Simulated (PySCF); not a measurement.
# Ho(OH)3: other functionals and bases at one geometry

Aim: see how levels, charges and forces of Ho(OH)3 depend on the level of theory. It is a constructed species; whether it can be made isn't addressed.

Method: several levels, as the steps say, no spin–orbit coupling; program: PySCF 2.14.0.

5 further runs of the same task are left out: 2 for a known fault of the program, 2 that didn't finish, 1 set aside as unsound or not needed.

## Step 1: The system as given

7 atoms, charge 0, spin multiplicity 1.

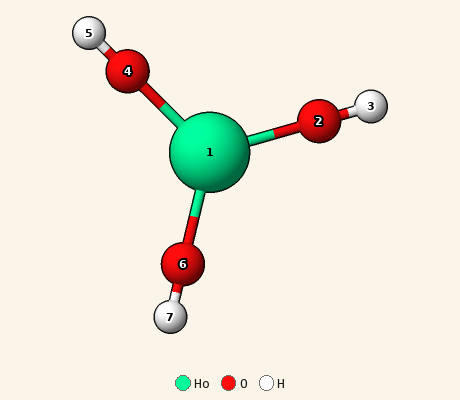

The geometry (holmium green, oxygen red, hydrogen white); atoms are numbered from 1 in the order of the file.

Coordinates:

```mol
H3HoO3
  3D, bonds by distance, orders not assigned

  7  6  0  0  0  0  0  0  0  0999 V2000
   -0.0000   -0.0000    0.1126 Ho  0  0
    2.0444    0.0000    0.1389 O   0  0
    3.0089    0.0000    0.1621 H   0  0
   -1.0222    1.7705    0.1389 O   0  0
   -1.5045    2.6058    0.1621 H   0  0
   -1.0222   -1.7705    0.1389 O   0  0
   -1.5045   -2.6058    0.1621 H   0  0
  1  2  8  0
  1  4  8  0
  1  6  8  0
  2  3  8  0
  4  5  8  0
  6  7  8  0
M  END
```

Formal oxidation states: Ho +3. Each metal's 10 4f electrons lie in its core potential, so multiplicities, spins and levels count the valence alone. An earlier session relaxed this geometry at TPSS, Ho lcecp-1-SVP with ECP56, O def2-SVP, H def2-SVP (singlet, point group C3v).

At TPSS on the finer grid: E = -265.170492 Eh, HOMO -6.00 eV, LUMO -1.77 eV, Mulliken charge on Ho1 +0.96 e, largest force component 0.017 eV/Å. 

Levels to run: PBE; B3LYP; revPBE; PBE0; TPSS, TZVP. Hardware: 2 threads of Arm Neoverse V1, shared host.

## Step 2: PBE

Input file run.py (the lines that set the calculation):

```python
mol = gto.M(atom='''
Ho     0.00000     0.00000     0.11257
O      2.04437     0.00001     0.13890
H      3.00893     0.00001     0.16214
O     -1.02219     1.77047     0.13890
H     -1.50448     2.60580     0.16214
O     -1.02218    -1.77048     0.13890
H     -1.50445    -2.60581     0.16214''',
    basis={'Ho': 'lcecp-1-SVP', 'O': 'def2-SVP', 'H': 'def2-SVP'},
    ecp={'Ho': 'lcecp-1-SVP'},
    charge=0, spin=0)
mf = dft.RKS(mol, xc='PBE')
mf.grids.atom_grid = (75, 302)  # f atoms: unpruned, at least (60, 302)
mf = mf.density_fit()  # fitting sets: Ho AutoAux, O def2-universal-JKFIT, H def2-universal-JKFIT
mf.conv_tol = 1e-08; mf.max_cycle = 55
mf.kernel(dm0)  # dm0: the density of the relaxed state
```

Started as:

```sh
> OMP_NUM_THREADS=2 python run.py
```

## Step 3: B3LYP

Edit run.py (the lines that set the calculation) of step 2 so:

```diff
@@ -11,3 +11,3 @@
     charge=0, spin=0)
-mf = dft.RKS(mol, xc='PBE')
+mf = dft.RKS(mol, xc='B3LYP')
 mf.grids.atom_grid = (75, 302)  # f atoms: unpruned, at least (60, 302)
```

## Step 4: revPBE

Edit run.py (the lines that set the calculation) of step 3 so:

```diff
@@ -11,3 +11,3 @@
     charge=0, spin=0)
-mf = dft.RKS(mol, xc='B3LYP')
+mf = dft.RKS(mol, xc='PBE_R,PBE')
 mf.grids.atom_grid = (75, 302)  # f atoms: unpruned, at least (60, 302)
```

## Step 5: PBE0

Edit run.py (the lines that set the calculation) of step 4 so:

```diff
@@ -11,3 +11,3 @@
     charge=0, spin=0)
-mf = dft.RKS(mol, xc='PBE_R,PBE')
+mf = dft.RKS(mol, xc='PBE0')
 mf.grids.atom_grid = (75, 302)  # f atoms: unpruned, at least (60, 302)
```

## Step 6: TPSS, TZVP

Basis: Ho lcecp-1-TZVP with ECP56, O def2-TZVP, H def2-TZVP. 

Input file run.py (the lines that set the calculation):

```python
mol = gto.M(atom='''
Ho     0.00000     0.00000     0.11257
O      2.04437     0.00001     0.13890
H      3.00893     0.00001     0.16214
O     -1.02219     1.77047     0.13890
H     -1.50448     2.60580     0.16214
O     -1.02218    -1.77048     0.13890
H     -1.50445    -2.60581     0.16214''',
    basis={'Ho': 'lcecp-1-TZVP', 'O': 'def2-TZVP', 'H': 'def2-TZVP'},
    ecp={'Ho': 'lcecp-1-TZVP'},
    charge=0, spin=0)
mf = dft.RKS(mol, xc='TPSS')
mf.grids.atom_grid = (75, 302)  # f atoms: unpruned, at least (60, 302)
mf = mf.density_fit()  # fitting sets: Ho AutoAux, O def2-universal-JKFIT, H def2-universal-JKFIT
mf.conv_tol = 1e-08; mf.max_cycle = 55
mf.kernel(dm0)  # dm0: free metal ions and neutral atoms
```

What does the calculation give? Wanted: for each run, HOMO; gap; charge on Ho1; dipole; largest force.

As calculated:

| level | state | HOMO (eV) | gap (eV) | charge on Ho1 (e) | dipole (D) | largest force (eV/Å) | basis functions | time |
| --- | --- | --- | --- | --- | --- | --- | --- | --- |
| TPSS (relaxed here) | singlet | -6.00 | 4.23 | 0.96 | 0.08 | 0.02 | 90 | 37 s |
| PBE | singlet | -5.92 | 3.87 | 0.85 | 0.08 | 0.08 | 90 | 5.3 s |
| B3LYP | singlet | -7.30 | 5.64 | 1.00 | 0.09 | 0.37 | 90 | 4.2 s |
| revPBE | singlet | -5.86 | 3.94 | 0.88 | 0.08 | 0.08 | 90 | 4.4 s |
| PBE0 | singlet | -7.61 | 6.29 | 1.07 | 0.09 | 0.54 | 90 | 5.9 s |
| TPSS, TZVP | singlet | -6.28 | 4.42 | 1.61 | 0.10 | 0.34 | 158 | 27 s |

Times are on 2 threads of Arm Neoverse V1, shared host; the first row also made further properties.

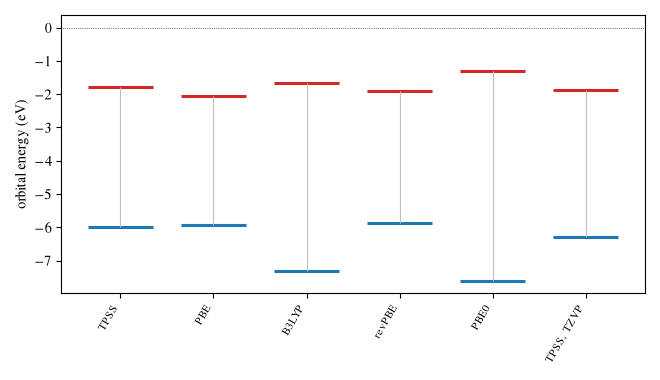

Highest filled and lowest empty level, method by method.

In one basis the HOMO–LUMO gap runs from 3.87 eV (PBE) to 6.29 eV (PBE0). The largest leftover force, 0.54 eV/Å with PBE0, stands at a geometry relaxed at another level. The Mulliken charge on Ho spans +0.85 to +1.61 e over the levels. With 4f in the core, its levels are missing from HOMO and gap. Total energies of different levels can't be compared. Spin–orbit coupling is left out throughout.
